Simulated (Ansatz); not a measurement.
Input file:

```
crystal:
  periodic: [false, false, false]
  atoms:
    - { symbol: C, position_ang: [-0.6744, 0.2455, -0.4445] }
    - { symbol: C, position_ang: [0.7058, 0.5297, -0.0039] }
    - { symbol: Al, position_ang: [-0.1513, -1.0331, 0.8824] }
    - { symbol: H, position_ang: [-0.734, -0.0669, -1.5037] }
    - { symbol: H, position_ang: [-1.4386, 1.0533, -0.1216] }
    - { symbol: H, position_ang: [0.8353, 1.461, 0.6149] }
    - { symbol: H, position_ang: [1.4976, 0.3097, -0.7751] }
    - { symbol: H, position_ang: [0.0516, -2.5563, 1.2957] }
basis:
  gaussian: { orbitals: def2-SVP }
hamiltonian:
  xc: b3lyp
relax:
  f_tol: 0.02
  max_steps: 40
output:
  orbitals: {}
```

Command:

```sh
ansatz run input.yaml --threads 1 --pin off --max-ram 2048MiB --backend cpu --events-out ev --progress --plain --runs-dir out
```

The fields are those of the relaxed geometry.

Level of theory: RKS B3LYP/def2-SVP (Ansatz).

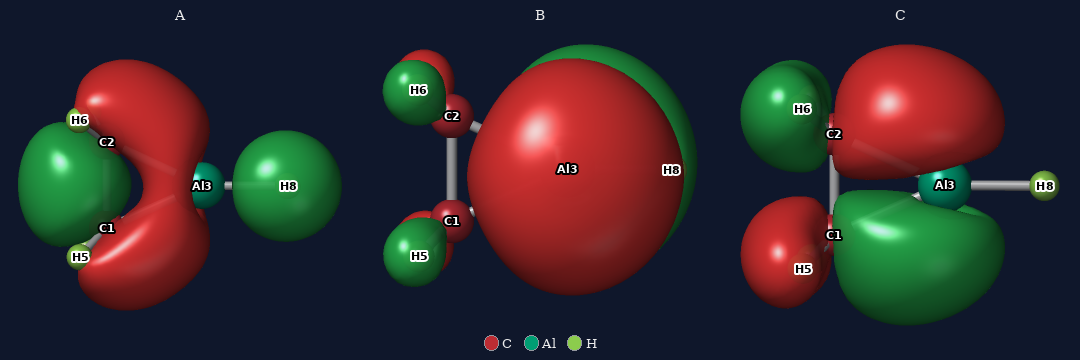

C$_{2}$H$_{5}$Al (SMILES [CH2]1[CH2][AlH]1). Three frontier orbitals at ±0.08 Å⁻³ᐟ² (green and red are the two phases), in no order.

Order the three orbitals by energy and name them.

Answer. A is the HOMO−1 (−7.47 eV). By Hirshfeld shares it lies mainly on C1 (about 30 %), C2 (about 30 %), Al3 (about 15 %) and H8 (about 10 %). C is the HOMO (−5.56 eV). It lies mainly on Al3 (about 30 %), C1 (about 25 %) and C2 (about 25 %). B is the LUMO (−1.44 eV). Its weight (Hirshfeld) is mainly on Al3 (about 80 %).

What is the HOMO–LUMO gap?

Answer. 4.12 eV between the orbital energies.
